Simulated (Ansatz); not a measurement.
Fields on a plane of ZrSe2 (CdI2 type)

```
ZrSe2
1.0
    3.73508     0.00000     0.00000
   -1.86754     3.23468     0.00000
    0.00000     0.00000     6.03154
Zr Se
1 2
Direct
  0.00000   0.00000   0.00000
  0.33333   0.66667   0.26507
  0.66667   0.33333   0.73493
```

The slice is a (-1 1 0 2) plane (indices of the conventional cell) through the point (0.000, 0.000, 0.000) (fractional), spanned by u = [110] and v = [1 -1 1] in vectors of this cell: u (3.74 Å) and v (8.84 Å, at 90° to u). It covers one period; positions are fractions (u, v).

Atoms on it: Zr at (0.00, 0.00). Other atoms lie within 1 Å of the plane.

These are PBE-D3(BJ) (plane waves to 420 eV, PAW, scalar-relativistic; Ansatz, an electronic-structure program) values and carry that method's errors. k mesh 14×14×8. These are valence fields of a PAW run, semicore shells included where kept as valence: close to a nucleus they are smooth pseudo fields. At this level the bands of ZrSe2 touch or barely overlap; measurements give the solid a gap. ZrSe2 is run without spin polarisation. ZrSe2 was relaxed with its symmetry unable to fall.

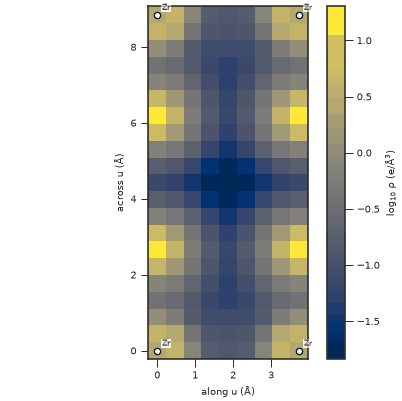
Figure: Log₁₀ of the valence density in e/Å³, one period of the plane, atoms marked. The scale is logarithmic, as a density can span decades between atoms and voids.

```
v \ u  0.00  0.12  0.25  0.38  0.50  0.62  0.75  0.88
-----  ----  ----  ----  ----  ----  ----  ----  ----
0.90   0.60  0.33  0.06  0.09  0.13  0.09  0.06  0.33
0.80   0.80  0.77  0.65  0.22  0.06  0.22  0.65  0.77
0.70      x  0.67  0.78  0.48  0.08  0.48  0.78  0.67
0.60   0.84  0.82  0.71  0.23  0.04  0.23  0.71  0.82
0.50   0.07  0.06  0.03  0.01  0.01  0.01  0.03  0.06
0.40   0.84  0.82  0.71  0.23  0.04  0.23  0.71  0.82
0.30      x  0.67  0.78  0.48  0.08  0.48  0.78  0.67
0.20   0.80  0.77  0.65  0.22  0.06  0.22  0.65  0.77
0.10   0.60  0.33  0.06  0.09  0.13  0.09  0.06  0.33
0.00      x     x  0.45  0.10  0.23  0.10  0.45     x
```

Values: electron localisation function (ELF). Points within 0.5 Å of a nucleus are blanked (x), as the pseudised field means little there.
